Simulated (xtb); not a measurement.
**Run report: C3H6GeN, geometry relaxation (part 2 of 4)**

Continued. System: C3H6GeN, multiplicity 2. Method: GFN2-xTB (xtb 6.7.1). The geometry comes from this level: GFN2-xTB.

Geometry of the input (Å):
```
N  0.2684  1.6637  1.8640
C  -0.3600  0.7469  1.3856
C  -0.8181  -0.4465  1.0020
C  -0.5010  -1.0605  -0.2057
Ge 0.7125  -0.3189  -1.4934
H  0.0182  2.6410  1.7715
H  -1.5269  -0.9139  1.6766
H  -0.9604  -2.0179  -0.3981
H  0.3806  1.1109  -1.8032
H  0.6479  -1.0934  -2.7675
H  2.1387  -0.3114  -1.0319
```

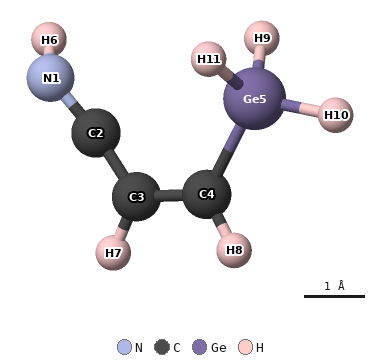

Fig. 1: The starting structure (ball-and-stick view, seen at a tilt; atoms are numbered from 1 in the order of the input). Sticks mark near contacts.

Output, continued:
```
 iter      E             dE          RMSdq      gap      omega  full diag
   1    -14.4287312 -0.144287E+02  0.833E-03    1.77       0.0  T
   2    -14.4287312 -0.163250E-08  0.491E-03    1.77       6.1  T
   3    -14.4287312  0.776609E-08  0.918E-04    1.77      32.8  T
   4    -14.4287312 -0.851663E-08  0.266E-04    1.77     113.5  T
     SCC iter.                  ...        0 min,  0.004 sec
     gradient                   ...        0 min,  0.005 sec
 * total energy  :   -14.1994496 Eh     change       -0.2873985E-06 Eh
   gradient norm :     0.0001051 Eh/α   predicted    -0.1239075E-06 ( -56.89%)
   displ. norm   :     0.0102765 α      lambda       -0.2799027E-06
   maximum displ.:     0.0091005 α      in ANC's #2, #8, #4, ...

........................................................................
.............................. CYCLE    7 ..............................
........................................................................

 iter      E             dE          RMSdq      gap      omega  full diag
   1    -14.4287399 -0.144287E+02  0.864E-03    1.77       0.0  T
   2    -14.4287399 -0.141008E-08  0.515E-03    1.77       5.9  T
   3    -14.4287399  0.245557E-07  0.146E-03    1.77      20.6  T
   4    -14.4287399 -0.268568E-07  0.225E-04    1.77     133.8  T
   5    -14.4287399 -0.129816E-09  0.133E-04    1.77     227.1  T
     SCC iter.                  ...        0 min,  0.005 sec
     gradient                   ...        0 min,  0.005 sec
 * total energy  :   -14.1994499 Eh     change       -0.3476129E-06 Eh
   gradient norm :     0.0001173 Eh/α   predicted    -0.1411965E-06 ( -59.38%)
   displ. norm   :     0.0133353 α      lambda       -0.3329854E-06
   maximum displ.:     0.0120735 α      in ANC's #2, #4, #8, ...

........................................................................
.............................. CYCLE    8 ..............................
........................................................................

 iter      E             dE          RMSdq      gap      omega  full diag
   1    -14.4287547 -0.144288E+02  0.921E-03    1.77       0.0  T
   2    -14.4287547 -0.198168E-08  0.556E-03    1.77       5.4  T
   3    -14.4287546  0.212019E-07  0.146E-03    1.77      20.6  T
   4    -14.4287547 -0.235008E-07  0.217E-04    1.77     139.2  T
   5    -14.4287547  0.616431E-10  0.164E-04    1.77     183.8  T
     SCC iter.                  ...        0 min,  0.004 sec
     gradient                   ...        0 min,  0.004 sec
 * total energy  :   -14.1994504 Eh     change       -0.4273098E-06 Eh
   gradient norm :     0.0000691 Eh/α   predicted    -0.1675528E-06 ( -60.79%)
   displ. norm   :     0.0124870 α      lambda       -0.2562372E-06
   maximum displ.:     0.0115324 α      in ANC's #2, #4, #8, ...

........................................................................
.............................. CYCLE    9 ..............................
........................................................................

 iter      E             dE          RMSdq      gap      omega  full diag
   1    -14.4287700 -0.144288E+02  0.894E-03    1.77       0.0  T
   2    -14.4287700 -0.129491E-08  0.521E-03    1.77       5.8  T
   3    -14.4287700  0.420142E-07  0.237E-03    1.77      12.7  T
   4    -14.4287700 -0.460080E-07  0.275E-04    1.77     109.6  T
   5    -14.4287700 -0.297666E-09  0.129E-04    1.77     233.8  T
     SCC iter.                  ...        0 min,  0.004 sec
     gradient                   ...        0 min,  0.005 sec
 * total energy  :   -14.1994507 Eh     change       -0.2944366E-06 Eh
   gradient norm :     0.0000630 Eh/α   predicted    -0.1277076E-06 ( -56.63%)
   displ. norm   :     0.0083191 α      lambda       -0.1474943E-06
   maximum displ.:     0.0079166 α      in ANC's #2, #8, #4, ...

........................................................................
.............................. CYCLE   10 ..............................
........................................................................

 iter      E             dE          RMSdq      gap      omega  full diag
   1    -14.4287802 -0.144288E+02  0.658E-03    1.77       0.0  T
   2    -14.4287802 -0.927999E-09  0.397E-03    1.77       7.6  T
   3    -14.4287802  0.112551E-07  0.117E-03    1.77      25.9  T
   4    -14.4287802 -0.124748E-07  0.177E-04    1.77     170.4  T
   5    -14.4287802 -0.204192E-10  0.861E-05    1.77     350.2  T
     SCC iter.                  ...        0 min,  0.003 sec
     gradient                   ...        0 min,  0.004 sec
 * total energy  :   -14.1994508 Eh     change       -0.1756117E-06 Eh
   gradient norm :     0.0000697 Eh/α   predicted    -0.7206750E-07 ( -58.96%)
   displ. norm   :     0.0051511 α      lambda       -0.8433467E-07
   maximum displ.:     0.0048956 α      in ANC's #2, #1, #3, ...

........................................................................
.............................. CYCLE   11 ..............................
........................................................................

 iter      E             dE          RMSdq      gap      omega  full diag
   1    -14.4287847 -0.144288E+02  0.325E-03    1.77       0.0  T
   2    -14.4287847 -0.401567E-09  0.193E-03    1.77      15.6  T
   3    -14.4287847  0.106506E-08  0.336E-04    1.77      89.8  T
   4    -14.4287847 -0.126088E-08  0.991E-05    1.77     304.2  T
     SCC iter.                  ...        0 min,  0.004 sec
     gradient                   ...        0 min,  0.005 sec
 * total energy  :   -14.1994509 Eh     change       -0.1172098E-06 Eh
   gradient norm :     0.0000800 Eh/α   predicted    -0.4054690E-07 ( -65.41%)
   displ. norm   :     0.0048868 α      lambda       -0.9471384E-07
   maximum displ.:     0.0043654 α      in ANC's #2, #1, #3, ...

........................................................................
.............................. CYCLE   12 ..............................
........................................................................

 iter      E             dE          RMSdq      gap      omega  full diag
   1    -14.4287879 -0.144288E+02  0.345E-03    1.77       0.0  T
   2    -14.4287879 -0.398638E-09  0.195E-03    1.77      15.4  T
   3    -14.4287879  0.479591E-08  0.888E-04    1.77      33.9  T
   4    -14.4287879 -0.534979E-08  0.130E-04    1.77     231.1  T
     SCC iter.                  ...        0 min,  0.004 sec
     gradient                   ...        0 min,  0.005 sec
 * total energy  :   -14.1994511 Eh     change       -0.1311369E-06 Eh
   gradient norm :     0.0000757 Eh/α   predicted    -0.4628114E-07 ( -64.71%)
   displ. norm   :     0.0069343 α      lambda       -0.1210225E-06
   maximum displ.:     0.0057446 α      in ANC's #2, #1, #3, ...

........................................................................
.............................. CYCLE   13 ..............................
........................................................................

 iter      E             dE          RMSdq      gap      omega  full diag
   1    -14.4287840 -0.144288E+02  0.492E-03    1.77       0.0  T
   2    -14.4287840 -0.150757E-08  0.285E-03    1.77      10.6  T
   3    -14.4287840  0.979387E-09  0.511E-04    1.77      59.0  T
   4    -14.4287840 -0.166616E-08  0.147E-04    1.77     205.4  T
     SCC iter.                  ...        0 min,  0.004 sec
     gradient                   ...        0 min,  0.005 sec
 * total energy  :   -14.1994512 Eh     change       -0.1689146E-06 Eh
   gradient norm :     0.0000652 Eh/α   predicted    -0.6265072E-07 ( -62.91%)
   displ. norm   :     0.0082064 α      lambda       -0.1322064E-06
   maximum displ.:     0.0070085 α      in ANC's #2, #1, #3, ...

........................................................................
.............................. CYCLE   14 ..............................
........................................................................

 iter      E             dE          RMSdq      gap      omega  full diag
   1    -14.4287773 -0.144288E+02  0.563E-03    1.77       0.0  T
   2    -14.4287773 -0.154258E-08  0.330E-03    1.77       9.1  T
   3    -14.4287773  0.429730E-08  0.667E-04    1.77      45.2  T
   4    -14.4287773 -0.514989E-08  0.237E-04    1.77     127.2  T
     SCC iter.                  ...        0 min,  0.004 sec
     gradient                   ...        0 min,  0.005 sec
 * total energy  :   -14.1994514 Eh     change       -0.1698392E-06 Eh
   gradient norm :     0.0000501 Eh/α   predicted    -0.6576035E-07 ( -61.28%)
   displ. norm   :     0.0072110 α      lambda       -0.9798723E-07
   maximum displ.:     0.0063810 α      in ANC's #2, #1, #3, ...

........................................................................
.............................. CYCLE   15 ..............................
........................................................................

 iter      E             dE          RMSdq      gap      omega  full diag
   1    -14.4287719 -0.144288E+02  0.537E-03    1.77       0.0  T
   2    -14.4287719 -0.119434E-08  0.314E-03    1.77       9.6  T
   3    -14.4287718  0.336780E-08  0.583E-04    1.77      51.7  T
   4    -14.4287719 -0.407187E-08  0.187E-04    1.77     161.5  T
     SCC iter.                  ...        0 min,  0.004 sec
     gradient                   ...        0 min,  0.005 sec
 * total energy  :   -14.1994515 Eh     change       -0.1245904E-06 Eh
   gradient norm :     0.0000422 Eh/α   predicted    -0.4889832E-07 ( -60.75%)
   displ. norm   :     0.0050298 α      lambda       -0.6295015E-07
   maximum displ.:     0.0047777 α      in ANC's #2, #1, #3, ...

........................................................................
.............................. CYCLE   16 ..............................
........................................................................

 iter      E             dE          RMSdq      gap      omega  full diag
   1    -14.4287663 -0.144288E+02  0.323E-03    1.77       0.0  T
   2    -14.4287663 -0.260986E-09  0.194E-03    1.77      15.5  T
   3    -14.4287663  0.922414E-08  0.107E-03    1.77      28.1  T
   4    -14.4287663 -0.103659E-07  0.171E-04    1.77     176.7  T
   5    -14.4287663 -0.798224E-10  0.412E-05    1.77     731.2  T
     SCC iter.                  ...        0 min,  0.004 sec
     gradient                   ...        0 min,  0.005 sec
 * total energy  :   -14.1994516 Eh     change       -0.8788847E-07 Eh
   gradient norm :     0.0000347 Eh/α   predicted    -0.3225492E-07 ( -63.30%)
   displ. norm   :     0.0036057 α      lambda       -0.4891921E-07
   maximum displ.:     0.0035412 α      in ANC's #2, #4, #8, ...

   *** GEOMETRY OPTIMIZATION CONVERGED AFTER 16 ITERATIONS ***

------------------------------------------------------------------------
 total energy gain   :        -0.0000042 Eh       -0.0026 kcal/mol
 total RMSD          :         0.0288555 a0        0.0153 Å
 total power (kW/mol):        -0.0006848 (step)   -0.0550 (real)
------------------------------------------------------------------------

 ANCopt (total)                0 d,  0 h,  0 min,  0.199 sec
 optimizer setup                ...        0 min,  0.000 sec (  0.105%)
 model hessian                  ...        0 min,  0.001 sec (  0.663%)
 ANC generation                 ...        0 min,  0.001 sec (  0.274%)
 coordinate transformation      ...        0 min,  0.000 sec (  0.155%)
 single point calculation       ...        0 min,  0.191 sec ( 95.762%)
 optimization log               ...        0 min,  0.002 sec (  1.033%)
 hessian update                 ...        0 min,  0.000 sec (  0.124%)
 rational function              ...        0 min,  0.003 sec (  1.279%)

================
 final structure:
================
11
 xtb: 6.7.1
N            0.27799488036765        1.65566663610845        1.87158788521846
C           -0.35258656458322        0.74254308652763        1.38896116292541
C           -0.81995366442891       -0.44560998216714        1.00075121935357
C           -0.50721525630529       -1.05719060227657       -0.20938201296936
Ge           0.70928295896638       -0.31733344168042       -1.49520825870580
H            0.03366414790331        2.63426865949753        1.77825868697965
H           -1.53047682039920       -0.91151502788063        1.67461402049562
H           -0.97378863979171       -2.01000072870737       -0.40591755694531
H            0.36860813997991        1.10664678191151       -1.82287727634979
H            0.66387366627293       -1.10696428433934       -2.76083677330811
H            2.13058715201815       -0.29051109699364       -1.01996109669435

 Bond Distances (Angstroems)
 ---------------------------
N1-C2=1.2101         N1-H6=1.0130         C2-N1=1.2101         C2-C3=1.3345         C3-C2=1.3345         C3-C4=1.3915
C3-H7=1.0844         C4-C3=1.3915         C4-Ge5=1.9185        C4-H8=1.0790         Ge5-C4=1.9185        Ge5-H9=1.5004
Ge5-H10=1.4924       Ge5-H11=1.4989       H6-N1=1.0130         H7-C3=1.0844         H8-C4=1.0790         H9-Ge5=1.5004
H10-Ge5=1.4924       H11-Ge5=1.4989
 C  H  Rav=1.0817 sigma=0.0027  Rmin=1.0790  Rmax=1.0844     2
 C  C  Rav=1.3630 sigma=0.0285  Rmin=1.3345  Rmax=1.3915     2
 N  H  Rav=1.0130 sigma=0.0000  Rmin=1.0130  Rmax=1.0130     1
 N  C  Rav=1.2101 sigma=0.0000  Rmin=1.2101  Rmax=1.2101     1
 Ge H  Rav=1.4972 sigma=0.0034  Rmin=1.4924  Rmax=1.5004     3
 Ge C  Rav=1.9185 sigma=0.0000  Rmin=1.9185  Rmax=1.9185     1

 selected bond angles (degree)
 --------------------
H6-N1-C2=124.51                C3-C2-N1=166.02                C4-C3-C2=124.44                H7-C3-C2=115.54
H7-C3-C4=119.92                Ge5-C4-C3=123.77               H8-C4-C3=116.70                H8-C4-Ge5=119.52
H9-Ge5-C4=111.62               H10-Ge5-C4=110.18              H10-Ge5-H9=108.06              H11-Ge5-C4=113.31
H11-Ge5-H9=105.52              H11-Ge5-H10=107.89

 selected dihedral angles (degree)
 ---------------------------------
C3-C2-N1-H6=180.81            C4-C3-C2-N1=266.39            H7-C3-C2-N1= 89.83            Ge5-C4-C3-C2=  2.50
Ge5-C4-C3-H7=178.93           H8-C4-C3-C2=181.35            H8-C4-C3-H7=357.77            H9-Ge5-C4-C3=308.69
H9-Ge5-C4-H8=129.87           H10-Ge5-C4-C3=188.62          H10-Ge5-C4-H8=  9.81          H11-Ge5-C4-C3= 67.64
H11-Ge5-C4-H8=248.83
           -------------------------------------------------
          |                Final Singlepoint                |
           -------------------------------------------------
```
